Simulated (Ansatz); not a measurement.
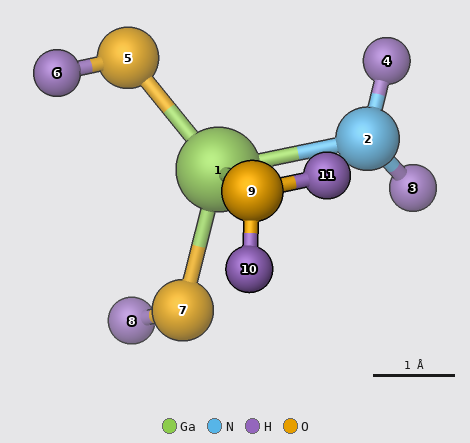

*The structure as given in the input (ball-and-stick view, seen at a tilt; atoms are numbered from 1 in the order of the input). Sticks mark near contacts.*

Bond lengths as drawn: Ga–N 1.90 Å, Ga–O 1.81 to 2.14 Å, H–N 1.03 Å and H–O 0.97 to 1.02 Å.

## Nudged elastic band of GaNH₆O₃ (part 1 of 2)

- system: GaNH₆O₃
- method: RKS PBE-D4/def2-SVP (Ansatz 0.2.0)

It belongs to a series of runs on one base structure; here: band between the two ends. Figures and captions count atoms from 1; the log counts them from 0 in places.

The program's output:
```
Engine: ansatz 0.2.0, x86_64-unknown-linux-gnu
Functional definition: PBE
  parameter kappa = 0.804
  parameter beta = 0.06672455060314922
  exchange = pbe_x(kappa = kappa, mu = beta*pi^2/3)
  correlation = pbe_c(beta = beta)
1304 factors; their error is unknown
mean field evaluation 1: about -60058.6531 eV, gradient 1.1e2 eV
mean field evaluation 2: about -59984.7665 eV, gradient 2.1e2 eV
mean field evaluation 4: about -60079.7463 eV, gradient 2.1e1 eV
mean field evaluation 8: about -60080.5754 eV, gradient 2.0e-1 eV
mean field evaluation 16: about -60080.5236 eV, gradient 3.4e-4 eV
mean field -60080.52356675 eV, -2207.9185170366 hartree, gradient 1.6e-5 eV, S^2 0.000000; 0 other end points of the search recorded, 0 dependent functions left out
the calculation of the forces begins
reference -60080.52360794 eV, -2207.9185185502 hartree; 34, 34 occupied and 84, 84 virtual orbitals, 1304 factors
1304 factors; their error is unknown
mean field evaluation 32: about -60081.0834 eV, gradient 1.8e-3 eV
mean field -60081.08342359 eV, -2207.9390913958 hartree, gradient 6.1e-5 eV, S^2 0.000000; 0 other end points of the search recorded, 0 dependent functions left out
[... from here on the field's lines of each further geometry are left out, up to the last ...]
NEB iter   1: max|band force component| = 5.641e1 eV/Å  barrier→ = 10.1469 eV  barrier← = 10.7065 eV  Δτ_max = 0.2000 Å  (257 SCF iters)
NEB iter   2: max|band force component| = 1.016e1 eV/Å  barrier→ = 1.1165 eV  barrier← = 1.6760 eV  Δτ_max = 0.2000 Å  (244 SCF iters)
NEB iter   3: max|band force component| = 6.183e0 eV/Å  barrier→ = 0.4753 eV  barrier← = 1.0348 eV  Δτ_max = 0.2000 Å  (211 SCF iters)
NEB iter   4: max|band force component| = 2.171e0 eV/Å  barrier→ = 0.2254 eV  barrier← = 0.7849 eV  Δτ_max = 0.1975 Å  (229 SCF iters)
NEB iter   5: max|band force component| = 1.369e0 eV/Å  barrier→ = 0.2103 eV  barrier← = 0.7699 eV  Δτ_max = 0.2000 Å  (216 SCF iters)
NEB iter   6: max|band force component| = 1.890e0 eV/Å  barrier→ = 0.2183 eV  barrier← = 0.7778 eV  Δτ_max = 0.1034 Å  (235 SCF iters)
NEB iter   7: max|band force component| = 1.396e0 eV/Å  barrier→ = 0.1776 eV  barrier← = 0.7371 eV  Δτ_max = 0.1024 Å  (208 SCF iters)
NEB iter   8: max|band force component| = 9.788e-1 eV/Å  barrier→ = 0.1294 eV  barrier← = 0.6889 eV  Δτ_max = 0.1001 Å  (208 SCF iters)
NEB iter   9: max|band force component| = 4.123e-1 eV/Å  barrier→ = 0.1106 eV  barrier← = 0.6702 eV  CI = image 2  Δτ_max = 0.1730 Å  (207 SCF iters)
NEB iter  10: max|band force component| = 1.342e0 eV/Å  barrier→ = 0.1532 eV  barrier← = 0.7127 eV  CI = image 2  Δτ_max = 0.0882 Å  (225 SCF iters)
NEB iter  11: max|band force component| = 4.079e-1 eV/Å  barrier→ = 0.1370 eV  barrier← = 0.6966 eV  CI = image 2  Δτ_max = 0.1823 Å  (200 SCF iters)
NEB iter  12: max|band force component| = 3.224e-1 eV/Å  barrier→ = 0.1172 eV  barrier← = 0.6767 eV  CI = image 2  Δτ_max = 0.1758 Å  (220 SCF iters)
NEB iter  13: max|band force component| = 3.143e-1 eV/Å  barrier→ = 0.1051 eV  barrier← = 0.6647 eV  CI = image 2  Δτ_max = 0.1736 Å  (227 SCF iters)
NEB iter  14: max|band force component| = 1.842e-1 eV/Å  barrier→ = 0.0869 eV  barrier← = 0.6464 eV  CI = image 2  Δτ_max = 0.1731 Å  (214 SCF iters)
NEB iter  15: max|band force component| = 1.785e-1 eV/Å  barrier→ = 0.0796 eV  barrier← = 0.6392 eV  CI = image 2  Δτ_max = 0.0532 Å  (222 SCF iters)
NEB iter  16: max|band force component| = 7.524e-2 eV/Å  barrier→ = 0.0765 eV  barrier← = 0.6360 eV  CI = image 2  Δτ_max = 0.0445 Å  (208 SCF iters)
NEB iter  17: max|band force component| = 5.358e-2 eV/Å  barrier→ = 0.0745 eV  barrier← = 0.6340 eV  CI = image 2  Δτ_max = 0.0188 Å  (204 SCF iters)
the calculation of the forces begins
reference -60081.07789712 eV, -2207.9388883017 hartree; 34, 34 occupied and 84, 84 virtual orbitals, 1304 factors
1304 factors; their error is unknown
mean field -60080.44911210 eV, -2207.9157808786 hartree, gradient 1.5e-5 eV, S^2 0.000000; 1 other end points of the search recorded, 0 dependent functions left out
the calculation of the forces begins
reference -60080.44915389 eV, -2207.9157824142 hartree; 34, 34 occupied and 84, 84 virtual orbitals, 1304 factors
NEB iter  18: max|band force component| = 3.737e-2 eV/Å  barrier→ = 0.0744 eV  barrier← = 0.6340 eV  CI = image 2  Δτ_max = 0.0000 Å  (419 SCF iters)
```

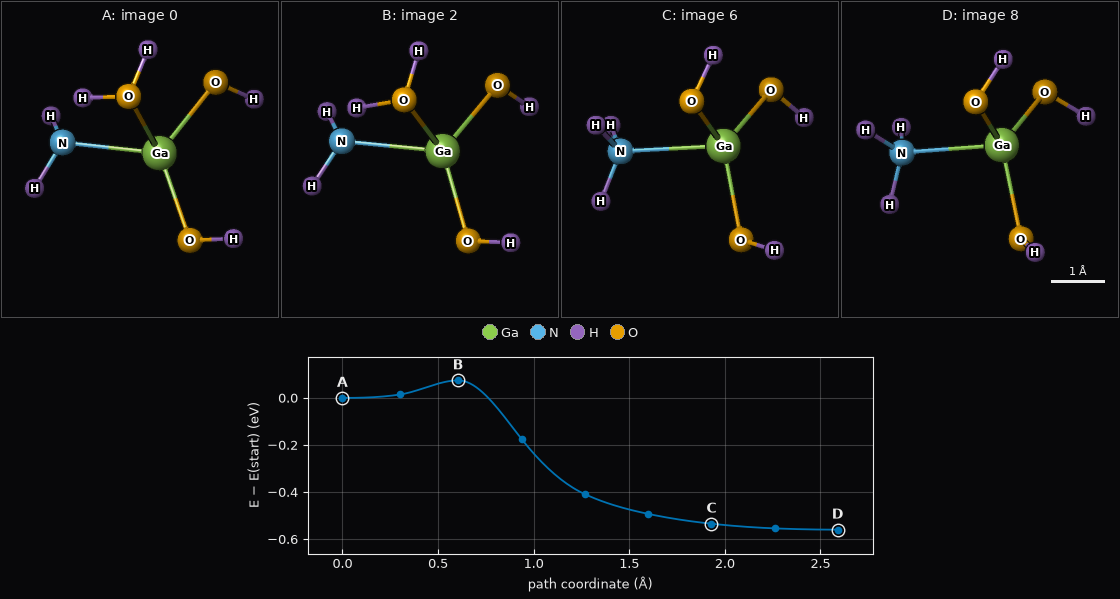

*Images of the last band (counted from 0; ball-and-stick, seen at a tilt) above the energy along the path; the line is a cubic interpolation that uses the forces.*

The highest image is number 2, 0.074 eV above the start and 0.634 eV above the end (the climbing image); the end lies 0.560 eV below the start. The path is 2.59 Å long. The band converged in 18 iterations.

```
Total energy: -60080.65685423 eV, -2207.9234152612 hartree
Atom 0 at    -0.078462     0.045728     0.237269 Å, force    -0.004190     0.002379    -0.005447 eV/Å
Atom 1 at    -0.061757     0.195166     2.195373 Å, force     0.004578    -0.000400    -0.006728 eV/Å
Atom 2 at    -0.859230    -0.203184     2.703976 Å, force    -0.004420    -0.001439     0.001355 eV/Å
Atom 3 at     0.802965    -0.070165     2.681286 Å, force     0.008502    -0.004159     0.003976 eV/Å
Atom 4 at     1.502185    -0.535401    -0.432572 Å, force     0.003290    -0.006415     0.014348 eV/Å
Atom 5 at     1.620942    -0.234636    -1.351539 Å, force    -0.002768     0.005265    -0.009675 eV/Å
Atom 6 at    -1.711068    -0.281164    -0.494826 Å, force    -0.001108    -0.004812     0.001164 eV/Å
Atom 7 at    -1.721934    -1.136962    -0.959740 Å, force    -0.000926     0.002194    -0.000644 eV/Å
Atom 8 at    -0.144736     2.030863     0.625409 Å, force     0.008687     0.005891    -0.007073 eV/Å
Atom 9 at    -1.022792     2.406583     0.419493 Å, force     0.004572    -0.006803     0.004139 eV/Å
Atom 10 at    -0.165315     1.484774     1.672068 Å, force    -0.016216     0.008297     0.004586 eV/Å
Dipole moment:    -0.219801    -0.037201     0.192355 e Å
this run last wrote the band of iteration 18 to [file]
```

The last band as extended XYZ (Å, eV, eV/Å):
```
11
Properties=species:S:1:pos:R:3:forces:R:3 image=0 energy=-60080.73125
Ga   -0.0312   -0.0462    0.3664    0.0097   0.0037   0.0050
N    -0.0323    0.1015    2.2593    0.0072  -0.0032   0.0023
H    -0.8044   -0.3868    2.7276   -0.0017  -0.0020   0.0046
H     0.8400   -0.1936    2.7141   -0.0051   0.0003   0.0026
O     1.5259   -0.5401   -0.4185   -0.0093   0.0029  -0.0020
H     1.5564   -0.2493   -1.3479    0.0023  -0.0001   0.0000
O    -1.6736   -0.1795   -0.4164   -0.0018   0.0106   0.0062
H    -1.7426   -0.9475   -1.0097   -0.0009  -0.0115  -0.0099
O    -0.1710    2.0833    0.5656   -0.0060   0.0047  -0.0129
H    -1.1004    2.2660    0.3152    0.0144  -0.0034   0.0137
H    -0.2058    1.7936    1.5407   -0.0089  -0.0021  -0.0096
11
Properties=species:S:1:pos:R:3:forces:R:3 image=1 energy=-60080.71652
Ga   -0.0622   -0.0213    0.3127   -0.0035  -0.0559   0.0381
N    -0.0540    0.1307    2.2220   -0.0050  -0.0157   0.0073
H    -0.8443   -0.3023    2.7128    0.0105  -0.0341  -0.0028
H     0.8112   -0.1618    2.6901    0.0067  -0.0381   0.0087
O     1.5121   -0.5278   -0.4298    0.0013   0.0150   0.0052
H     1.5778   -0.2244   -1.3534   -0.0089  -0.0037  -0.0012
O    -1.6895   -0.2455   -0.4769    0.0241   0.0081   0.0074
H    -1.7255   -1.0854   -0.9696   -0.0041   0.0293   0.0021
O    -0.1452    2.0713    0.6050    0.0159   0.0093  -0.0059
H    -1.0499    2.3851    0.4085   -0.0200  -0.0147  -0.0065
H    -0.1697    1.6831    1.5747   -0.0169   0.1005  -0.0526
11
Properties=species:S:1:pos:R:3:forces:R:3 image=2 energy=-60080.65681
Ga   -0.0785    0.0457    0.2373   -0.0042   0.0024  -0.0054
N    -0.0618    0.1952    2.1954    0.0046  -0.0004  -0.0067
H    -0.8592   -0.2032    2.7040   -0.0044  -0.0014   0.0014
H     0.8030   -0.0702    2.6813    0.0085  -0.0042   0.0040
O     1.5022   -0.5354   -0.4326    0.0033  -0.0064   0.0143
H     1.6209   -0.2346   -1.3515   -0.0028   0.0053  -0.0097
O    -1.7111   -0.2812   -0.4948   -0.0011  -0.0048   0.0012
H    -1.7219   -1.1370   -0.9597   -0.0009   0.0022  -0.0006
O    -0.1447    2.0309    0.6254    0.0087   0.0059  -0.0071
H    -1.0228    2.4066    0.4195    0.0046  -0.0068   0.0041
H    -0.1653    1.4848    1.6721   -0.0162   0.0083   0.0046
11
Properties=species:S:1:pos:R:3:forces:R:3 image=3 energy=-60080.90533
Ga   -0.0925    0.1499    0.1599   -0.0502   0.3516  -0.2844
N    -0.0629    0.2219    2.1922    0.0374   0.0758  -0.0104
H    -0.8715   -0.1555    2.6998   -0.0204   0.1303  -0.0111
H     0.8024   -0.0363    2.6817    0.0121   0.1077  -0.0134
O     1.4840   -0.5453   -0.4202   -0.0729  -0.0038   0.0259
H     1.6382   -0.2488   -1.3364    0.0477  -0.0040   0.0275
O    -1.7292   -0.2955   -0.4911   -0.0584  -0.0524   0.0289
H    -1.7173   -1.1502   -0.9557    0.0140  -0.0532   0.0047
O    -0.1369    2.0368    0.5356    0.0205   0.0451  -0.2754
H    -1.0146    2.4196    0.3547   -0.0076   0.0280  -0.1935
H    -0.1389    1.3050    1.8758    0.0779  -0.6251   0.7012
11
Properties=species:S:1:pos:R:3:forces:R:3 image=4 energy=-60081.13986
Ga   -0.1178    0.2507    0.1011   -0.0396   0.1077  -0.0748
N    -0.0670    0.1854    2.1938    0.0353  -0.0702   0.0294
H    -0.8846   -0.1761    2.6987    0.0204  -0.0213  -0.0018
H     0.7989   -0.0868    2.6755   -0.0206  -0.0388  -0.0339
O     1.4453   -0.5399   -0.3981   -0.0585   0.0100   0.0240
H     1.6838   -0.2422   -1.2952    0.0373   0.0112   0.0263
O    -1.7494   -0.3074   -0.4841   -0.0265  -0.0144   0.0302
H    -1.6883   -1.1612   -0.9477    0.0186  -0.0311   0.0233
O    -0.1312    2.0876    0.4317    0.0268   0.0669  -0.1223
H    -1.0059    2.4617    0.2254   -0.0220   0.0493  -0.1569
H    -0.1230    1.2300    2.0950    0.0288  -0.0693   0.2565
11
Properties=species:S:1:pos:R:3:forces:R:3 image=5 energy=-60081.22368
Ga   -0.1565    0.3108    0.0914   -0.0154   0.0235  -0.0070
N    -0.0427    0.1768    2.1904    0.0213  -0.0225   0.0068
H    -0.8378   -0.2422    2.6876    0.0073  -0.0333  -0.0104
H     0.8399   -0.1536    2.6009   -0.0121  -0.0395  -0.0437
O     1.3994   -0.5144   -0.3836   -0.0198   0.0077   0.0092
H     1.6966   -0.1934   -1.2545    0.0106   0.0154   0.0366
O    -1.7799   -0.3458   -0.4192   -0.0074   0.0090   0.0339
H    -1.6716   -1.1963   -0.8807    0.0058  -0.0227   0.0147
O    -0.1668    2.1416    0.3375   -0.0168   0.0376  -0.0480
H    -1.0253    2.5086    0.0605    0.0135   0.0277  -0.0858
H    -0.0944    1.2096    2.2659    0.0128  -0.0029   0.0936
```
